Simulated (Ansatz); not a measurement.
# C₃HGeN₃: basis-set convergence

How large a basis does C₃HGeN₃ need? Two functionals are run in growing sets.

The runs use Ansatz 0.2.0, Gaussian basis; one geometry, several basis sets.

The runs, in order: PBE0-D4/def2-SVP; ωB97M-V/def2-SVP; PBE0-D4/def2-QZVPP; ωB97M-V/def2-QZVPP; the functionals' def2-TZVPP values are taken from earlier runs.

## (1) Structure used throughout

The geometry comes from an earlier relaxation with PBE0-D4 in a triple-zeta def2 set; it is a stationary point, not always the lowest conformer.

SMILES `N#[C][GeH]([C]#N)[C]#N`, 8 atoms, charge 0, spin multiplicity 1.

Atoms are counted from 1 here; the program's logs count them from 0.

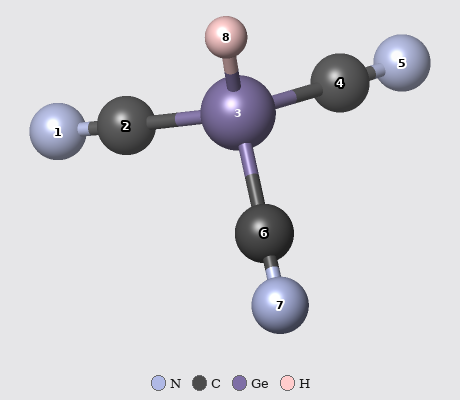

The geometry (nitrogen light blue, carbon dark grey, germanium purple, hydrogen pink); atoms are numbered from 1 in the order of the file.

## (2) PBE0-D4 in def2-SVP

The input, in.yaml:

```yaml
crystal:
  periodic: [false, false, false]
  atoms:
    - {symbol: N, position_ang: [1.864461, -0.851544, 2.087727]}
    - {symbol: C, position_ang: [1.175065, -0.649544, 1.189437]}
    - {symbol: Ge, position_ang: [0.049540, -0.361409, -0.319901]}
    - {symbol: C, position_ang: [0.544614, 1.304907, -1.098508]}
    - {symbol: N, position_ang: [0.848646, 2.296119, -1.596563]}
    - {symbol: C, position_ang: [-1.736724, -0.189607, 0.318616]}
    - {symbol: N, position_ang: [-2.823866, -0.110043, 0.685745]}
    - {symbol: H, position_ang: [0.170462, -1.495979, -1.322252]}
basis:
  gaussian: {orbitals: def2-SVP}
hamiltonian: {xc: pbe0, dispersion: d4}
output: {orbitals: {seedname: orbitals}}
```

Launch:

```sh
> ansatz run in.yaml --threads 4 --pin off --events-out ev --progress --plain --max-ram 10444MiB
```

Further steps of the session: ωB97M-V in def2-SVP; PBE0-D4 in def2-QZVPP; ωB97M-V in def2-QZVPP.

Before running them: what should the planned runs give, taken together? Wanted: PBE0-D4: double and triple zeta above quadruple; ωB97M-V: double and triple zeta above quadruple.

The runs gave:

| quantity | value |
| --- | --- |
| PBE0-D4: double and triple zeta above quadruple | 17.41, 1.58 eV |
| ωB97M-V: double and triple zeta above quadruple | 17.58, 1.51 eV |

**Reading.** For PBE0-D4 the step from double to triple zeta gains 15.82 eV and the next only 1.58 eV. These are total energies; as a rule much of such shifts cancels in differences, which this series doesn't test.
